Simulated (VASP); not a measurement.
```yaml
crystal:
  lattice:
    - [2.83736, 0.00000, 0.00000]
    - [-1.41868, 2.45723, 0.00000]
    - [0.00000, 0.00000, 4.98847]
  atoms:
    - { symbol: Li, position: [0.31097, 0.66095, 0.26676] }
    - { symbol: Li, position: [0.69019, 0.33052, 0.74453] }
    - { symbol: H, position: [0.99472, 0.99211, 0.50168] }
```

Space group P1; a generated structure, not necessarily the stable one; changed on purpose from its base cell (atoms moved at random by about 0.05 A).

The calculation used VASP 6.6.1, Kohn-Sham DFT of a periodic cell, PBE, VASP PAW PBE potentials, recommended.

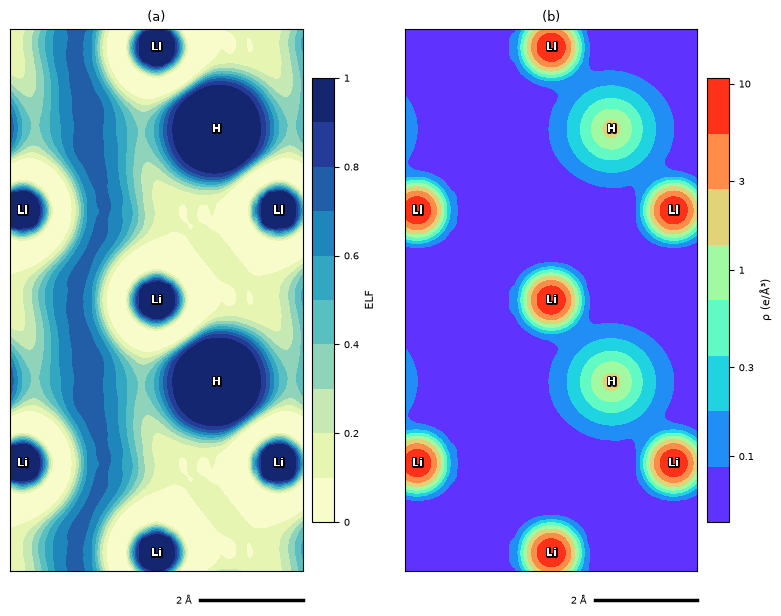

Li$_{2}$H. (a) electron localisation function; (b) valence charge density (pseudo) on the (110) plane of the conventional cell.

Core electrons are frozen (PAW), and the valence fields are smoothed inside the atomic spheres.

Question: What does the map show?

Answer: Atoms in the plane: Li and H.
Li–H (1.98 Å): the density is about 0.13 e/Å³ at the midpoint; the ELF climbs to about 1 towards the hydrogen (a hydride-like H with a filled shell, bound largely ionically).
Li–H (1.99 Å): the density is about 0.13 e/Å³ at the midpoint; the ELF climbs to about 1 towards the hydrogen: an ionic contact to a hydride ion.
Between the atoms the lowest density in this plane is 0.04 e/Å³.
The ELF has a maximum of about 0.75 in the space between the atoms, 2.0 Å from six Li atoms, on no atom or two-centre bond.
